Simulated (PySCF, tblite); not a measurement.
# C3F4O2: a rotation path, then NMR shifts on frames, part 2 of 2

tblite 0.8.0 and PySCF 2.14.0. Atoms count from 0. The steps go on from the part before.

**5. Nuclear shieldings: image 4, PBE0/pcSseg-1**

Job settings and geometry (Å):

```
{"job": {"kind": "nmr", "xc": "PBE0", "basis": "pcSseg-1", "pop": false}, "charge": 0, "multiplicity": 1}
O      2.845600    -0.059000     0.814300
C      1.873900     0.228700     0.259700
C      0.846800     0.498600    -0.517600
F      0.593200     1.776100    -0.886200
O     -0.158000    -0.398900    -0.795700
C     -1.211100    -0.474000     0.048400
F     -1.270300    -1.684900     0.606100
F     -1.155100     0.405800     1.045400
F     -2.351400    -0.286300    -0.599600
```

Method: GIAO PBE0/pcSseg-1 NMR shielding, non-relativistic, gas phase.

What it wrote:

```text
coarse grid: 9776 points
cycle   1  E = -662.9825093780  dE =  2.008e+00  |g| = 1.247e+00  |ddm| = 2.938e+00
cycle   2  E = -662.2899122265  dE =  6.926e-01  |g| = 2.350e+00  |ddm| = 1.918e+00
cycle   3  E = -663.2098031665  dE = -9.199e-01  |g| = 4.684e-01  |ddm| = 1.485e+00
cycle   4  E = -663.2501537865  dE = -4.035e-02  |g| = 8.052e-02  |ddm| = 3.219e-01
cycle   5  E = -663.2511848690  dE = -1.031e-03  |g| = 1.987e-02  |ddm| = 5.102e-02
cycle   6  E = -663.2512374453  dE = -5.258e-05  |g| = 9.509e-03  |ddm| = 1.741e-02
cycle   7  E = -663.2512574298  dE = -1.998e-05  |g| = 1.755e-03  |ddm| = 7.626e-03
cycle   8  E = -663.2512579343  dE = -5.044e-07  |g| = 4.506e-04  |ddm| = 1.189e-03
final grid: 102456 points
cycle   9  E = -663.3507262406  dE = -2.683e-05  |g| = 1.348e-02  |ddm| = 1.790e-02
cycle  10  E = -663.3506312964  dE =  9.494e-05  |g| = 2.654e-02  |ddm| = 2.150e-02
cycle  11  E = -663.3507552159  dE = -1.239e-04  |g| = 3.382e-03  |ddm| = 1.577e-02
cycle  12  E = -663.3507572530  dE = -2.037e-06  |g| = 2.310e-04  |ddm| = 2.036e-03
cycle  13  E = -663.3507572563  dE = -3.227e-09  |g| = 1.999e-04  |ddm| = 2.716e-04
cycle  14  E = -663.3507572635  dE = -7.227e-09  |g| = 2.325e-05  |ddm| = 1.283e-04
cycle  15  E = -663.3507572636  dE = -9.004e-11  |g| = 6.097e-06  |ddm| = 1.680e-05
converged SCF energy = -663.3507572636

GIAO shielding tensors (ppm)
atom      isotropic    diamagn.    paramagn.     s11        s22        s33       span
  0 O     -326.916     398.813    -725.730   -905.465   -277.902    202.618   1108.082
  1 C      -76.141     261.435    -337.576   -155.728    -60.326    -12.369    143.359
  2 C       21.606     247.743    -226.137   -108.316     82.358     90.776    199.091
  3 F      386.304     471.612     -85.309    180.663    245.377    732.871    552.208
  4 O      185.455     396.893    -211.438     94.975    194.131    267.261    172.287
  5 C       53.621     237.699    -184.078     49.866     54.229     56.767      6.901
  6 F      236.145     470.836    -234.691    174.276    186.443    347.716    173.440
  7 F      247.792     473.650    -225.858    186.003    216.864    340.507    154.504
  8 F      239.587     468.688    -229.101    176.683    203.948    338.130    161.447
```

It took 37 s on 1 thread of Intel Xeon at 2.50GHz, shared host; peak memory 0.8 GiB.

This run: δ C1 263.1, C2 165.3, C5 133.3, O0 663.0 ppm.

**6. NMR shieldings: image 6, PBE0/pcSseg-1**

Job settings and geometry (Å):

```
{"job": {"kind": "nmr", "xc": "PBE0", "basis": "pcSseg-1", "pop": false}, "charge": 0, "multiplicity": 1}
O      2.862000    -0.307300     0.670300
C      1.879800     0.088900     0.208800
C      0.838200     0.537700    -0.457400
F      0.653500     1.874100    -0.577400
O     -0.229200    -0.227700    -0.871900
C     -1.227400    -0.423800     0.012300
F     -0.967600    -1.452300     0.833900
F     -1.457700     0.625100     0.797200
F     -2.338000    -0.708600    -0.641000
```

Level: GIAO PBE0/pcSseg-1 NMR shielding, non-relativistic, gas phase.

What it wrote:

```text
coarse grid: 9776 points
cycle   1  E = -662.9834971499  dE =  2.010e+00  |g| = 1.248e+00  |ddm| = 2.938e+00
cycle   2  E = -662.2843845904  dE =  6.991e-01  |g| = 2.359e+00  |ddm| = 1.934e+00
cycle   3  E = -663.2116572407  dE = -9.273e-01  |g| = 4.672e-01  |ddm| = 1.488e+00
cycle   4  E = -663.2517156956  dE = -4.006e-02  |g| = 8.145e-02  |ddm| = 3.201e-01
cycle   5  E = -663.2527699756  dE = -1.054e-03  |g| = 1.989e-02  |ddm| = 5.095e-02
cycle   6  E = -663.2528221154  dE = -5.214e-05  |g| = 9.506e-03  |ddm| = 1.710e-02
cycle   7  E = -663.2528413768  dE = -1.926e-05  |g| = 1.747e-03  |ddm| = 7.422e-03
cycle   8  E = -663.2528418795  dE = -5.026e-07  |g| = 4.453e-04  |ddm| = 1.204e-03
final grid: 102456 points
cycle   9  E = -663.3527058748  dE = -2.681e-05  |g| = 1.366e-02  |ddm| = 1.896e-02
cycle  10  E = -663.3526071240  dE =  9.875e-05  |g| = 2.702e-02  |ddm| = 2.195e-02
cycle  11  E = -663.3527357507  dE = -1.286e-04  |g| = 3.355e-03  |ddm| = 1.600e-02
cycle  12  E = -663.3527377601  dE = -2.009e-06  |g| = 2.379e-04  |ddm| = 2.044e-03
cycle  13  E = -663.3527377638  dE = -3.670e-09  |g| = 2.050e-04  |ddm| = 2.729e-04
cycle  14  E = -663.3527377712  dE = -7.465e-09  |g| = 2.242e-05  |ddm| = 1.284e-04
cycle  15  E = -663.3527377713  dE = -8.140e-11  |g| = 6.447e-06  |ddm| = 1.725e-05
converged SCF energy = -663.3527377713

GIAO shielding tensors (ppm)
atom      isotropic    diamagn.    paramagn.     s11        s22        s33       span
  0 O     -326.106     398.801    -724.907   -901.226   -281.097    204.005   1105.231
  1 C      -74.797     261.309    -336.107   -150.307    -61.945    -12.139    138.168
  2 C       22.933     247.510    -224.577   -106.031     81.840     92.992    199.023
  3 F      395.809     471.415     -75.606    185.826    246.561    755.041    569.215
  4 O      185.478     396.832    -211.354     92.786    185.588    278.061    185.275
  5 C       54.561     237.196    -182.635     49.539     55.373     58.772      9.233
  6 F      240.091     472.543    -232.452    168.038    191.104    361.132    193.095
  7 F      246.891     472.846    -225.955    183.082    207.642    349.950    166.868
  8 F      249.683     468.134    -218.452    189.314    215.175    344.560    155.246
```

It took 35 s on 1 thread of Intel Xeon at 2.50GHz, shared host; peak memory 0.8 GiB.

This run: δ C1 261.7, C2 164.0, C5 132.4, O0 662.2 ppm.

**7. NMR shieldings: image 8, PBE0/pcSseg-1**

Job settings and geometry (Å):

```
{"job": {"kind": "nmr", "xc": "PBE0", "basis": "pcSseg-1", "pop": false}, "charge": 0, "multiplicity": 1}
O      2.859400    -0.556800     0.457800
C      1.890300    -0.017500     0.134700
C      0.842600     0.588100    -0.380700
F      0.691700     1.926600    -0.265000
O     -0.252400    -0.087700    -0.879500
C     -1.237900    -0.372600    -0.007800
F     -0.798200    -1.103500     1.027800
F     -1.816300     0.703600     0.518700
F     -2.165600    -1.074300    -0.631200
```

With the program's defaults for keys left out, this is: GIAO PBE0/pcSseg-1 NMR shielding, non-relativistic, gas phase.

What it wrote:

```text
coarse grid: 9776 points
cycle   1  E = -662.9855594067  dE =  2.010e+00  |g| = 1.247e+00  |ddm| = 2.944e+00
cycle   2  E = -662.2857014460  dE =  6.999e-01  |g| = 2.358e+00  |ddm| = 1.932e+00
cycle   3  E = -663.2133171501  dE = -9.276e-01  |g| = 4.664e-01  |ddm| = 1.486e+00
cycle   4  E = -663.2531791902  dE = -3.986e-02  |g| = 8.090e-02  |ddm| = 3.179e-01
cycle   5  E = -663.2542194750  dE = -1.040e-03  |g| = 1.892e-02  |ddm| = 4.965e-02
cycle   6  E = -663.2542653159  dE = -4.584e-05  |g| = 9.285e-03  |ddm| = 1.627e-02
cycle   7  E = -663.2542837324  dE = -1.842e-05  |g| = 1.756e-03  |ddm| = 7.301e-03
cycle   8  E = -663.2542842382  dE = -5.058e-07  |g| = 4.390e-04  |ddm| = 1.196e-03
final grid: 102456 points
cycle   9  E = -663.3537873064  dE = -2.561e-05  |g| = 1.358e-02  |ddm| = 1.812e-02
cycle  10  E = -663.3536904567  dE =  9.685e-05  |g| = 2.678e-02  |ddm| = 2.180e-02
cycle  11  E = -663.3538167367  dE = -1.263e-04  |g| = 3.370e-03  |ddm| = 1.586e-02
cycle  12  E = -663.3538187513  dE = -2.015e-06  |g| = 2.289e-04  |ddm| = 2.018e-03
cycle  13  E = -663.3538187546  dE = -3.364e-09  |g| = 1.965e-04  |ddm| = 2.641e-04
cycle  14  E = -663.3538187613  dE = -6.634e-09  |g| = 2.459e-05  |ddm| = 1.229e-04
cycle  15  E = -663.3538187614  dE = -1.025e-10  |g| = 5.748e-06  |ddm| = 1.937e-05
converged SCF energy = -663.3538187614

GIAO shielding tensors (ppm)
atom      isotropic    diamagn.    paramagn.     s11        s22        s33       span
  0 O     -321.855     398.845    -720.699   -890.703   -279.854    204.992   1095.695
  1 C      -74.621     261.254    -335.875   -148.794    -62.504    -12.564    136.230
  2 C       23.055     247.968    -224.913   -106.497     81.962     93.698    200.196
  3 F      395.268     471.298     -76.030    184.447    257.597    743.759    559.312
  4 O      186.587     396.713    -210.125     93.443    179.870    286.449    193.005
  5 C       54.983     236.903    -181.920     49.093     55.450     60.406     11.313
  6 F      245.339     473.758    -228.420    163.858    208.575    363.583    199.725
  7 F      241.130     471.567    -230.437    177.539    198.049    347.801    170.262
  8 F      251.312     468.540    -217.228    190.215    215.445    348.276    158.061
```

Wall time 38 s (1 thread of Intel Xeon at 2.50GHz, shared host); peak memory 0.8 GiB.

In short: δ C1 261.5, C2 163.9, C5 131.9, O0 657.9 ppm.

**8. Comparing the runs: NMR shifts**

Shifts (ppm) of some atoms, chosen among heavy atoms and hydrogens apart, with basis size and wall time:

```
  frame     O0     F8     F7     F6      F3  functions  time
image 0  658.7  -70.2  -74.4  -80.2  -225.0        153  40 s
image 2  657.9  -65.0  -75.8  -74.0  -217.4        153  34 s
image 4  663.0  -68.6  -76.8  -65.2  -215.4        153  37 s
image 6  662.2  -78.7  -75.9  -69.1  -224.9        153  35 s
image 8  657.9  -80.4  -70.2  -74.4  -224.3        153  38 s
```

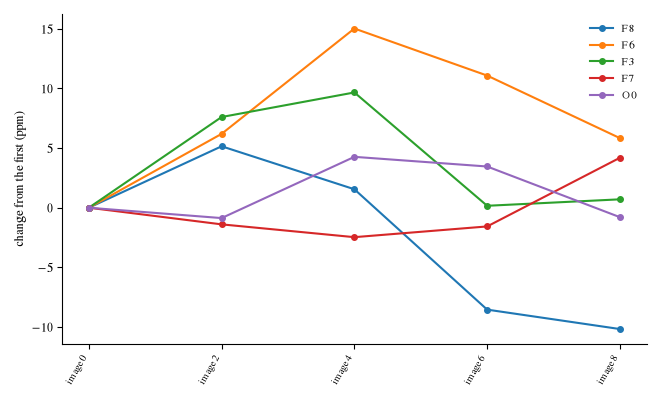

How the tabulated atoms move from run to run.

**9. Summary of results**

This closing draws on all 2 parts.

```
                                                                  quantity                               value
                                                                   barrier  0.057 eV (1.3 kcal/mol) at image 4
                                                     end to end (GFN2-xTB)                            0.000 eV
                           ¹³C shifts against TMS (PBE0/pcSseg-1, image 0)             261.8, 164.0, 131.9 ppm
                           ¹⁷O shifts against H2O (PBE0/pcSseg-1, image 0)                    658.7, 149.6 ppm
                         ¹⁹F shifts against CFCl3 (PBE0/pcSseg-1, image 0)     -70.2, -74.4, -80.2, -225.0 ppm
potential on the surface of density 0.002 e/bohr³, 1st and 99th percentile                  -0.35 V and 1.82 V
                                                  range of the shift of F8                  -80.4 to -65.0 ppm
```

What this shows: Along the band the dihedral turns by 119°, and the top (dihedral -117°) lies 1.3 kcal/mol above the start (GFN2-xTB, rough), so at room temperature this motion is fast. The top was not checked by a frequency run. Shifts at one fixed geometry are not the observed spectrum, which averages over the motion. In the first frame run (image 0): The largest span, 1098 ppm, is at O0, where the paramagnetic term is -721 ppm. By nearest atom (PBE0/pcSseg-1), the HOMO sits on C2 39 %; O0 22 % and the LUMO on C1 47 %; O0 29 %. Across the 5 runs the shift of F8 moves most, between -80.4 (image 8) and -65.0 ppm (image 2).
